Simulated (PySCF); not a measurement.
# Si2NH5: EPR calculation

Si2NH5, multiplicity 3, SMILES N[Si][SiH3], computed with UKS BHandHLYP, IGLO-III on N Si, pcH-1 on H, non-relativistic, mean-field spin-orbit, GIAO (PySCF 2.14.0).

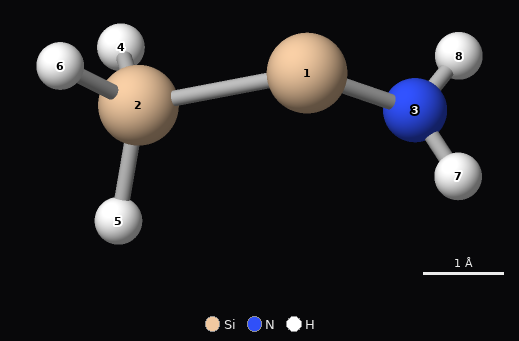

Figure 1. The input geometry (ball-and-stick view, seen at a tilt; atoms are numbered from 1 in the order of the input). Bond lengths as drawn: H–N 1.02 Å, H–Si 1.50 Å, N–Si 1.74 Å and Si–Si 2.35 Å.

**Summary**

```json
{"quantity": "outcome", "value": "converged"}
{"quantity": "total energy", "value": "−636.677329 hartree"}
{"quantity": "⟨S²⟩", "value": "2.007"}
{"quantity": "isotropic g", "value": "2.0023"}
{"quantity": "hardware", "value": "1 CPU thread, shared host"}
{"quantity": "wall time", "value": "35 s"}
{"quantity": "peak memory", "value": "0.56 GiB"}
```

**The input**
```
{"job": {"kind": "epr", "xc": "BHandHLYP"}, "charge": 0, "multiplicity": 3}
Si    -1.004380     0.355441     0.278616
Si     1.097733     1.272351    -0.216740
N     -1.144022    -1.371376     0.161525
H      2.173485     0.769065     0.697619
H      1.529162     0.996628    -1.625602
H      0.960437     2.750149    -0.033846
H     -1.606320    -1.821940    -0.621929
H     -1.161411    -1.960423     0.988137
```

The first line tells a small driver script what to run in PySCF; the rest is the geometry in Å.

Command:
```bash
OMP_NUM_THREADS=1 python <driver script> task.json out
```

**The program's output**
```
UKS, coarse grid
  cycle   1  E = -636.64471944  |g| = 2.43e-01
  cycle   2  E = -636.65126461  |g| = 2.42e-01
  cycle   3  E = -636.67582247  |g| = 4.30e-02
  cycle   4  E = -636.67711104  |g| = 9.31e-03
  cycle   5  E = -636.67728092  |g| = 3.20e-03
  cycle   6  E = -636.67731854  |g| = 1.29e-03
  cycle   7  E = -636.67732427  |g| = 5.09e-04
UKS, final grid
  cycle   1  E = -636.67732841  |g| = 2.76e-04
  cycle   2  E = -636.67732854  |g| = 1.96e-04
  cycle   3  E = -636.67732858  |g| = 8.95e-05
  cycle   4  E = -636.67732861  |g| = 6.66e-05
  cycle   5  E = -636.67732861  |g| = 7.62e-06
E = -636.67732861 Eh   <S^2> = 2.0072 (exact 2.0000)
g shifts (ppm)      1          2          3
  rmc          -141       -141       -141
  gc             37         36         14
  oz_so        -978        451        702
  total       -1082        345        575
hyperfine (MHz)  atom isotope    a_iso     a_fc   dipolar eigenvalues
    0  29Si    -367.15    -368.43    -72.27     -7.02     79.29
    1  29Si    -108.94    -109.12    -26.17     12.22     13.95
    2   14N       6.50       6.50     -4.57     -4.27      8.83
    3    1H      37.33      37.33     -2.71     -0.66      3.36
    4    1H      37.53      37.53     -2.71     -0.65      3.36
    5    1H      -6.39      -6.39     -2.45     -1.79      4.24
    6    1H      15.93      15.92     -6.23     -3.19      9.42
    7    1H      16.00      15.99     -6.22     -3.19      9.41
zero-field splitting (cm-1)  D = -8.9988  E = -0.0205  (spin-spin 0.1341, spin-orbit -9.1239)
```

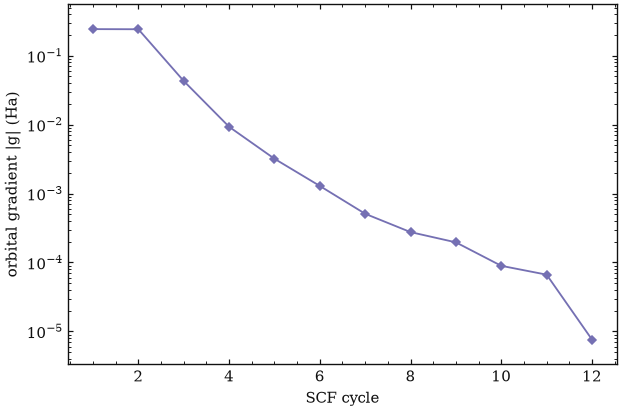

Figure 2. Convergence of the self-consistent field: orbital gradient |g| against the SCF cycle. All cycles printed in the log are drawn one after another.
